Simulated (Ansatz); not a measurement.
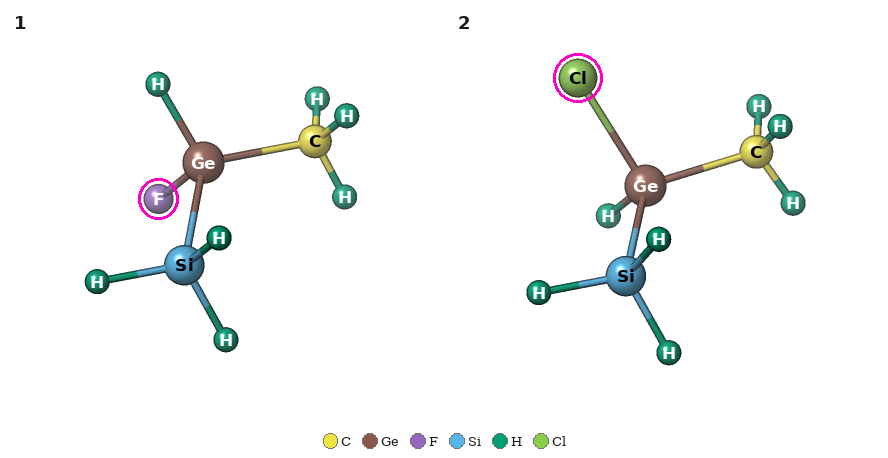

2 molecules with one skeleton, seen from the same side and at one scale; the atom that differs is circled. Each species is neutral and a spin singlet. Computed geometries: PBE0-D4/def2-TZVP optimisations, one conformation each. Properties computed with Ansatz 0.2.0.

One atom differs, called X below: F in panel 1, Cl in panel 2. Their formulas are CH7FGeSi (`[CH3][Ge@@H]([F])[SiH3]`), CH7ClGeSi (`[CH3][Ge@@H]([SiH3])[Cl]`).

### In which is the HOMO–LUMO gap larger (revPBE-D4/def2-TZVPP)?

In panel 1 (X = F).

### In which is the length of X–Ge larger (PBE0-D4/def2-TZVP)?

In panel 2 (X = Cl).

Give the values. With PBE0-D4/def2-TZVP: length of X–Ge (Å), angle C–Ge–X (°). With revPBE-D4/def2-TZVPP: HOMO energy (Kohn–Sham orbital) (eV), HOMO–LUMO gap (eV). With B3LYP-D4/def2-TZVPP: dipole moment (D).

```json
{"quantity": "length of X–Ge (Å)", "1 (F)": "1.757", "2 (Cl)": "2.177", "2 − 1": "+0.420"}
{"quantity": "angle C–Ge–X (°)", "1 (F)": "105.6", "2 (Cl)": "106.5", "2 − 1": "+0.9"}
{"quantity": "HOMO energy (Kohn–Sham orbital) (eV)", "1 (F)": "−6.88", "2 (Cl)": "−6.69", "2 − 1": "+0.19"}
{"quantity": "HOMO–LUMO gap (eV)", "1 (F)": "5.86", "2 (Cl)": "5.55", "2 − 1": "−0.31"}
{"quantity": "dipole moment (D)", "1 (F)": "2.35", "2 (Cl)": "2.41", "2 − 1": "+0.06"}
```
